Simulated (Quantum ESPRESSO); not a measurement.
# Easy axis of Cobalt with Quantum ESPRESSO

Which axis do the moments of Cobalt prefer, and by how much?

Method: PBE; plane waves with PseudoDojo 0.4.1 SR PBE standard potentials, then spin–orbit coupling on the fully relativistic files of the same set, in Quantum ESPRESSO 7.5.

## 1. Starting point

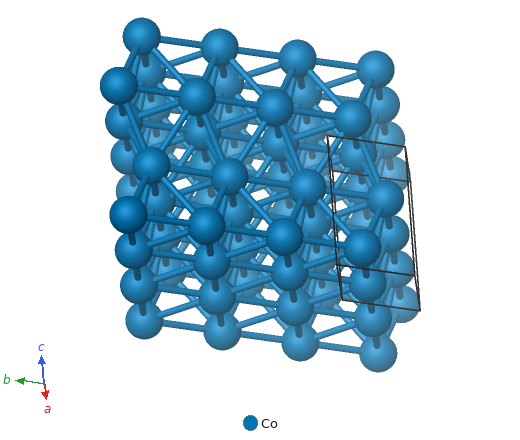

The cell as given, from a free direction (cobalt blue). 4×4×2 cells are drawn.

The cell comes from the Crystallography Open Database.

## 2. Collinear run on scalar-relativistic files

pw.in reads:

```
&CONTROL
  calculation = 'scf'
  prefix = 'pwscf'
  outdir = './tmp'
  pseudo_dir = './pseudo'
  disk_io = 'low'
/
&SYSTEM
  ibrav = 0
  celldm(1) = 8
  nat = 2
  ntyp = 1
  ecutwfc = 82
  nbnd = 26
  occupations = 'smearing'
  smearing = 'fd'
  degauss = 0.00367493
  nspin = 2
  starting_magnetization(1) = 0.1176
/
&ELECTRONS
  conv_thr = 4d-11
  electron_maxstep = 150
  mixing_beta = 0.3
/
ATOMIC_SPECIES
Co     58.9332 Co.upf
CELL_PARAMETERS alat
   0.5922874106108    0.0000000000000    0.0000000000000
  -0.2961437053054    0.5129359439191    0.0000000000000
   0.0000000000000    0.0000000000000    0.9613745443268
ATOMIC_POSITIONS crystal
Co      0.3333333333    0.6666666667    0.2500000000
Co      0.6666666667    0.3333333333    0.7500000000
K_POINTS automatic
12 12 12 0 0 0
```

Run with:

```
> OMP_NUM_THREADS=1 mpirun -n 4 pw.x -nk 4 -in pw.in > pw.out
```

Log:

```text
Program PWSCF v.7.5 starts

     Message from routine setup:
     using ibrav=0 with symmetry is DISCOURAGED, use correct ibrav instead

     K-points division:     npool     =       4
     Subspace diagonalization in iterative solution of the eigenvalue problem:

     G-vector sticks info
     --------------------
     sticks:   dense  smooth     PW     G-vecs:    dense   smooth      PW
     Sum         511     511    151                15027    15027    2539

     Using Slab Decomposition

     bravais-lattice index     =            0
     lattice parameter (alat)  =       8.0000  a.u.
     unit-cell volume          =     149.5403 (a.u.)^3
     number of atoms/cell      =            2
     number of atomic types    =            1
     number of electrons       =        34.00
     number of Kohn-Sham states=           26
     kinetic-energy cutoff     =      82.0000  Ry
     charge density cutoff     =     328.0000  Ry
     scf convergence threshold =      4.0E-11
     mixing beta               =       0.3000
     number of iterations used =            8  plain     mixing
     Exchange-correlation= PBE
                           (   1   4   3   4   0   0   0)

     celldm(1)=   8.000000  celldm(2)=   0.000000  celldm(3)=   0.000000
     celldm(4)=   0.000000  celldm(5)=   0.000000  celldm(6)=   0.000000

     crystal axes: (cart. coord. in units of alat)
               a(1) = (   0.592287   0.000000   0.000000 )
               a(2) = (  -0.296144   0.512936   0.000000 )
               a(3) = (   0.000000   0.000000   0.961375 )

     reciprocal axes: (cart. coord. in units 2 pi/alat)
               b(1) = (  1.688370  0.974781 -0.000000 )
               b(2) = (  0.000000  1.949561  0.000000 )
               b(3) = (  0.000000 -0.000000  1.040177 )

     PseudoPot. # 1 for Co read from file:
     Co.upf
     Pseudo is Norm-conserving + core correction, Zval = 17.0
     Generated using ONCVPSP code by D. R. Hamann
     Using radial grid of 1388 points,  6 beta functions with:
                l(1) =   0
                l(2) =   0
                l(3) =   1
                l(4) =   1
                l(5) =   2
                l(6) =   2

     atomic species   valence    mass     pseudopotential
     Co               17.00    58.93320     Co( 1.00)

     Starting magnetic structure
     atomic species   magnetization
     Co              0.118

     24 Sym. Ops., with inversion, found (12 have fractional translation)

   Cartesian axes

     site n.     atom                  positions (alat units)
         1        Co     tau(   1) = (  -0.0000000   0.3419573   0.2403436  )
         2        Co     tau(   2) = (   0.2961437   0.1709786   0.7210309  )

     number of k points=   133  Fermi-Dirac smearing, width (Ry)=  0.0037

     Number of k-points >= 100: set verbosity='high' to print them.

     Dense  grid:    15027 G-vectors     FFT dimensions: (  27,  27,  48)

     Generating pointlists ...
     new r_m :   0.2433 (alat units)  1.9467 (a.u.) for type    1

     Initial potential from superposition of free atoms

     starting charge      33.9994, renormalised to      34.0000
     Starting wfcs are   20 randomized atomic wfcs +    6 random wfcs

     Self-consistent Calculation

     iteration #  1     ecut=    82.00 Ry     beta= 0.30
     Davidson diagonalization with overlap
     ethr =  1.00E-02,  avg # of iterations =  3.7

     Threshold (ethr) on eigenvalues was too large:
     Diagonalizing with lowered threshold

     Davidson diagonalization with overlap
     ethr =  9.15E-05,  avg # of iterations =  2.4

     total energy              =    -612.13243595 Ry
     estimated scf accuracy    <       0.03203611 Ry

     total magnetization       =     3.35 Bohr mag/cell
     absolute magnetization    =     3.43 Bohr mag/cell

     iteration #  2     ecut=    82.00 Ry     beta= 0.30
     Davidson diagonalization with overlap
     ethr =  9.42E-05,  avg # of iterations =  1.0

     total energy              =    -612.13915925 Ry
     estimated scf accuracy    <       0.01203454 Ry

     total magnetization       =     3.33 Bohr mag/cell
     absolute magnetization    =     3.46 Bohr mag/cell

     iteration #  3     ecut=    82.00 Ry     beta= 0.30
     Davidson diagonalization with overlap
     ethr =  3.54E-05,  avg # of iterations =  1.1

     total energy              =    -612.14270970 Ry
     estimated scf accuracy    <       0.00411860 Ry

     total magnetization       =     3.33 Bohr mag/cell
     absolute magnetization    =     3.52 Bohr mag/cell

     [... further iterations left out ...]

     iteration #  9     ecut=    82.00 Ry     beta= 0.30
     Davidson diagonalization with overlap
     ethr =  1.78E-10,  avg # of iterations =  2.0

     total energy              =    -612.14384177 Ry
     estimated scf accuracy    <       0.00000004 Ry

     total magnetization       =     3.35 Bohr mag/cell
     absolute magnetization    =     3.71 Bohr mag/cell

     iteration # 10     ecut=    82.00 Ry     beta= 0.30
     Davidson diagonalization with overlap
     ethr =  1.03E-10,  avg # of iterations =  1.5

     total energy              =    -612.14384178 Ry
     estimated scf accuracy    <          4.2E-10 Ry

     total magnetization       =     3.35 Bohr mag/cell
     absolute magnetization    =     3.71 Bohr mag/cell

     iteration # 11     ecut=    82.00 Ry     beta= 0.30
     Davidson diagonalization with overlap
     ethr =  1.24E-12,  avg # of iterations =  2.0

     total energy              =    -612.14384178 Ry
     estimated scf accuracy    <          1.7E-10 Ry

     total magnetization       =     3.35 Bohr mag/cell
     absolute magnetization    =     3.71 Bohr mag/cell

     iteration # 12     ecut=    82.00 Ry     beta= 0.30
     Davidson diagonalization with overlap
     ethr =  5.09E-13,  avg # of iterations =  1.5

     Magnetic moment per site  (integrated on atomic sphere of radius R)
     atom   1 (R=0.243)  charge= 15.6114  magn=  1.7592
     atom   2 (R=0.243)  charge= 15.6114  magn=  1.7592

     End of self-consistent calculation

     Number of k-points >= 100: set verbosity='high' to print the bands.

     the Fermi energy is    18.7232 ev

!    total energy              =    -612.14384178 Ry
     estimated scf accuracy    <          2.3E-12 Ry
     smearing contrib. (-TS)   =      -0.00108786 Ry
     internal energy E=F+TS    =    -612.14275392 Ry

     The total energy is F=E-TS. E is the sum of the following terms:
     one-electron contribution =    -255.74150970 Ry
     hartree contribution      =     151.97556576 Ry
     xc contribution           =    -112.12544992 Ry
     ewald contribution        =    -396.25136006 Ry

     total magnetization       =     3.35 Bohr mag/cell
     absolute magnetization    =     3.71 Bohr mag/cell

     convergence has been achieved in  12 iterations

=------------------------------------------------------------------------------=
   JOB DONE.
=------------------------------------------------------------------------------=
```

Run time: 62 s. Hardware: 4 MPI ranks of Arm Neoverse V1, shared host; peak memory 0.42 GiB; 4.1 min of CPU time.

Spin moment in the atom's sphere by atom:

```
atom  spin moment in the atom's sphere (μB)
 Co1                                   1.76
 Co2                                   1.76
```

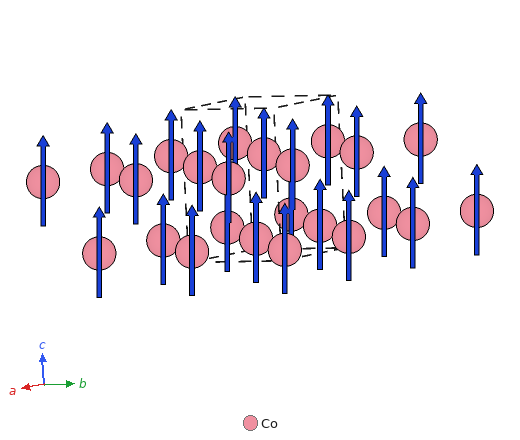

Spin moment in the atom's sphere as arrows, the longest 1.76 μB. Up and down stand for the sign. Arrows give size and sign along the axis of quantisation, drawn up and down the page. 4×3×1 cells are drawn.

Numbers from this step:

```yaml
smearing_term_ts: 0.01480 eV
magnetization: 3.354 μB
absolute_magnetization: 3.714 μB
final_state: ferromagnetic
```

## 3. One pass along [001] on 16×16×16

Each pass runs in a folder of its own that holds a copy of a collinear save from that input. The collinear spin density is turned to the axis, and its potential is diagonalised once with spin–orbit coupling on fully relativistic PseudoDojo files; the sums over occupied states, with the smearing term, are then compared.

pass.in reads:

```
&CONTROL
  calculation = 'nscf'
  prefix = 'pwscf'
  outdir = './tmp'
  pseudo_dir = './pseudo_fr'
  disk_io = 'nowf'
/
&SYSTEM
  ibrav = 0
  celldm(1) = 8
  nat = 2
  ntyp = 1
  ecutwfc = 82
  nbnd = 48
  occupations = 'smearing'
  smearing = 'fd'
  degauss = 0.00367493
  noncolin = .true.
  lspinorb = .true.
  lforcet = .true.
  starting_magnetization(1) = 0.1176
  angle1(1) = 0
  angle2(1) = 0
/
&ELECTRONS
  conv_thr = 4d-11
  electron_maxstep = 150
  mixing_beta = 0.3
  startingpot = 'file'
  startingwfc = 'random'
  diago_thr_init = 1d-09
  diago_full_acc = .true.
/
ATOMIC_SPECIES
Co     58.9332 Co.upf
CELL_PARAMETERS alat
   0.5922874106108    0.0000000000000    0.0000000000000
  -0.2961437053054    0.5129359439191    0.0000000000000
   0.0000000000000    0.0000000000000    0.9613745443268
ATOMIC_POSITIONS crystal
Co      0.3333333333    0.6666666667    0.2500000000
Co      0.6666666667    0.3333333333    0.7500000000
K_POINTS automatic
16 16 16 0 0 0
```

Run with:

```
> OMP_NUM_THREADS=1 mpirun -n 4 pw.x -nk 4 -in pass.in > pass.out
```

Log:

```text
[banner, memory and clock lines left out]
Program PWSCF v.7.5 starts

     Fixed quantization axis for GGA:     0.000000    0.000000    1.000000
     Message from routine setup:
     using ibrav=0 with symmetry is DISCOURAGED, use correct ibrav instead

     bravais-lattice index     =            0
     lattice parameter (alat)  =       8.0000  a.u.
     unit-cell volume          =     149.5403 (a.u.)^3
     number of atoms/cell      =            2
     number of atomic types    =            1
     number of electrons       =        34.00
     number of Kohn-Sham states=           48
     kinetic-energy cutoff     =      82.0000  Ry
     charge density cutoff     =     328.0000  Ry
     Exchange-correlation= PBE
                           (   1   4   3   4   0   0   0)
     Noncollinear calculation with spin-orbit

     [... lines left out ...]
     PseudoPot. # 1 for Co read from file:
     Co.upf
     Pseudo is Norm-conserving + core correction, Zval = 17.0

     atomic species   valence    mass     pseudopotential
     Co               17.00    58.93320     Co( 1.00)

     24 Sym. Ops., with inversion, found (12 have fractional translation)

   Cartesian axes

     site n.     atom                  positions (alat units)
         1        Co     tau(   1) = (  -0.0000000   0.3419573   0.2403436  )
         2        Co     tau(   2) = (   0.2961437   0.1709786   0.7210309  )

     number of k points=   270  Fermi-Dirac smearing, width (Ry)=  0.0037

     Number of k-points >= 100: set verbosity='high' to print them.

     Dense  grid:    15027 G-vectors     FFT dimensions: (  27,  27,  48)

     Generating pointlists ...
     new r_m :   0.2433 (alat units)  1.9467 (a.u.) for type    1
     Message from routine read_rhog:
     some spin components not found

 -----------
Spin angles Theta, Phi (degree) =   0.0000  0.0000
 -----------

     The potential is recalculated from file :
     [... lines left out ...]
     Starting wfcs are random

     Band Structure Calculation
     Davidson diagonalization with overlap

     ethr =  1.00E-09,  avg # of iterations = 27.7

     End of band structure calculation

     Number of k-points >= 100: set verbosity='high' to print the bands.

     the Fermi energy is    18.7680 ev
     (compare with:    18.7232 eV, computed in scf)
```

It took 2.7 min on 4 MPI ranks; peak memory 0.27 GiB.

## 4. One pass along [100] on 16×16×16

Changes to pass.in since step 3:

```diff
@@ -21,3 +21,3 @@
   starting_magnetization(1) = 0.1176
-  angle1(1) = 0
+  angle1(1) = 90
   angle2(1) = 0
```

Log:

```text
     [... lines left out ...]
Program PWSCF v.7.5 starts
     [... lines left out ...]
     number of atoms/cell      =            2
     [... lines left out ...]
     number of electrons       =        34.00
     number of Kohn-Sham states=           48
     kinetic-energy cutoff     =      82.0000  Ry
     charge density cutoff     =     328.0000  Ry
     [... lines left out ...]
     Noncollinear calculation with spin-orbit
     [... lines left out ...]
      8 Sym. Ops., with inversion, found ( 4 have fractional translation)
     [... lines left out ...]
     number of k points=   657  Fermi-Dirac smearing, width (Ry)=  0.0037
     [... lines left out ...]
Spin angles Theta, Phi (degree) =  90.0000  0.0000
     [... lines left out ...]
     the Fermi energy is    18.7679 ev
     (compare with:    18.7232 eV, computed in scf)
```

It took 6.5 min on 4 MPI ranks; peak memory 0.27 GiB.

## 5. One pass along [210] on 16×16×16

Changes to pass.in since step 4:

```diff
@@ -22,3 +22,3 @@
   angle1(1) = 90
-  angle2(1) = 0
+  angle2(1) = 30
 /
```

Log:

```text
     [... lines left out ...]
Program PWSCF v.7.5 starts
     [... lines left out ...]
     number of atoms/cell      =            2
     [... lines left out ...]
     number of electrons       =        34.00
     number of Kohn-Sham states=           48
     kinetic-energy cutoff     =      82.0000  Ry
     charge density cutoff     =     328.0000  Ry
     [... lines left out ...]
     Noncollinear calculation with spin-orbit
     [... lines left out ...]
      8 Sym. Ops., with inversion, found ( 4 have fractional translation)
     [... lines left out ...]
     number of k points=   657  Fermi-Dirac smearing, width (Ry)=  0.0037
     [... lines left out ...]
Spin angles Theta, Phi (degree) =  90.0000 30.0000
     [... lines left out ...]
     the Fermi energy is    18.7679 ev
     (compare with:    18.7232 eV, computed in scf)
```

Run time: 6.5 min. Hardware: 4 MPI ranks; peak memory 0.27 GiB.

## 6. The smearing term

The sum of energies times occupations is what pw.x prints as eband (for fewer than 100 k points). With Fermi–Dirac smearing the quantity to compare holds −TS as well, computed here from the energies and weights in the run's XML file (meV a cell, from the first axis, mesh 16×16×16):

```
 axis  plain sum     −TS  free energy
[001]     0.0000  0.0000       0.0000
[100]    -0.0165  0.0155      -0.0010
[210]    -0.0165  0.0155      -0.0010
```

## 7. Side by side

A pass yields neither state nor moment: for the force theorem these columns are the collinear run's. Anisotropy, by row:

```
          way      mesh   axis          state  energy less the first axis' (meV a primitive cell)  largest spin moment (μB)  CPU time (s)
force theorem  16x16x16  [001]  ferromagnetic                                                   0                     1.759         643.5
force theorem  16x16x16  [100]  ferromagnetic                                            -9.77e-4                     1.759          1559
force theorem  16x16x16  [210]  ferromagnetic                                            -9.80e-4                     1.759          1548
```

## 8. Outcome

* state: ferromagnetic
* largest spin moment: 1.76 μB
* easy axis of those tried, on this mesh: not resolved
* energy along [100] less [001] (force theorem): -9.8e-4 meV a primitive cell, -0.0071 MJ/m³

What this shows: On 16×16×16, leaving out the smearing term would shift a difference by 0.016 meV, against 9.8e-4 meV for the largest. Differences this small usually change with the mesh, so the easy axis is taken as not resolved. One mesh cannot show that the size is converged, and with itinerant moments even the sign can change with the mesh. Shape anisotropy is not included. The moments were started parallel in the primitive cell; if the crystal orders otherwise, its anisotropy is another. The cutoff lies under the 96 Ry that these files are usually run at.

[Logs and program files are shortened in this print: banners, set-up blocks, solver, clock and traceback lines can be left out without a mark of their own.]

[Logs are printed without paths, hosts, clocks, repeated set-up lines and the standing remarks that a program may print on its own settings, such as how far it seeks lower states.]

[Hosts, paths, dates, database ids (printed as entryN), source tags and the programs' standing remarks are cut or masked in the printed files.]

[Where a cell is said to come from a database of computed structures, the database is the Materials Project.]
